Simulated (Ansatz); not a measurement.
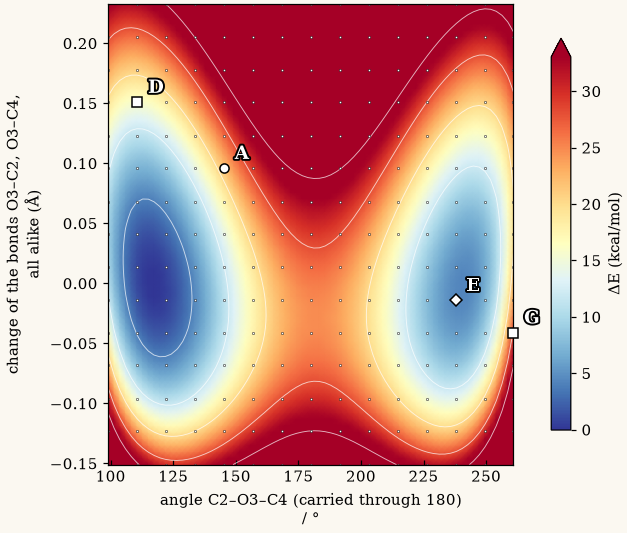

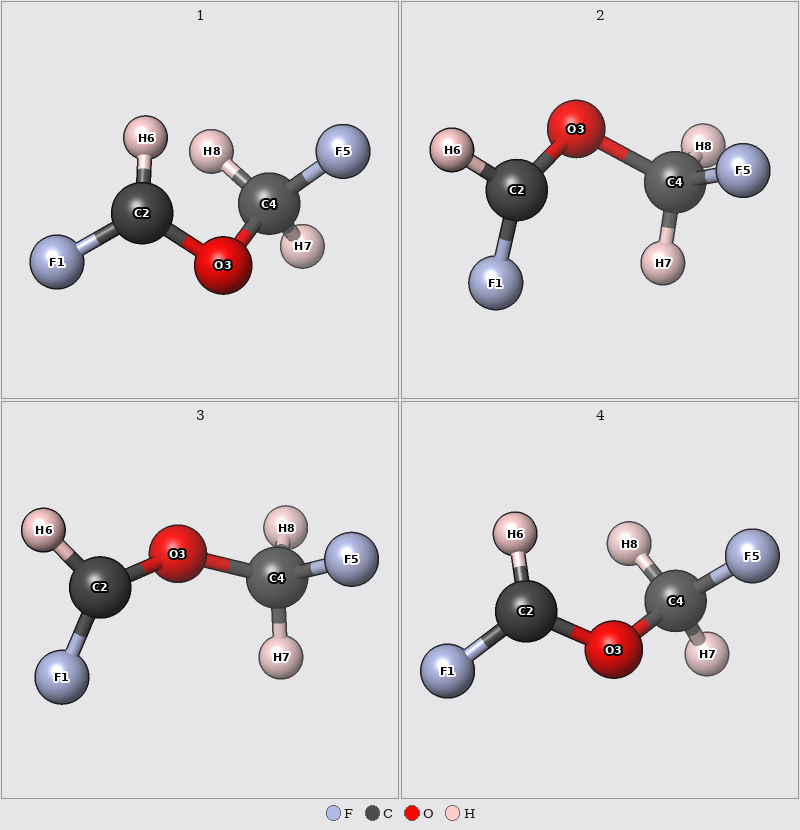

C2H3F2O, SMILES F[CH]OCF, spin multiplicity 2. Coordinates scanned: (1) angle C2–O3–C4 (carried through 180); (2) change of the bonds O3–C2, O3–C4, all alike. Nothing is relaxed (all other coordinates rigid). The grid has 15 × 15 points. Points are written as (first, second). Energies are in kcal/mol, from the relaxed molecule at the same level. These are results of Ansatz 0.2.0, UKS PBE0-D4/def2-SVP, not measurements.

The picture shows a smooth colour map with a few white contour lines, dots at the grid points, one colour for all values above the top of the scale, lettered points. Between grid points the surface is interpolated. The numbered pictures are the structures at these points, in random order.

### Which structure belongs to which point?

A is structure 3: (145.3°, 0.096 Å), 21.8 kcal/mol; D is structure 2: (110.6°, 0.151 Å), 15.8 kcal/mol; E is structure 4: (237.8°, −0.014 Å), 4.5 kcal/mol; G is structure 1: (260.9°, −0.041 Å), 28.5 kcal/mol.
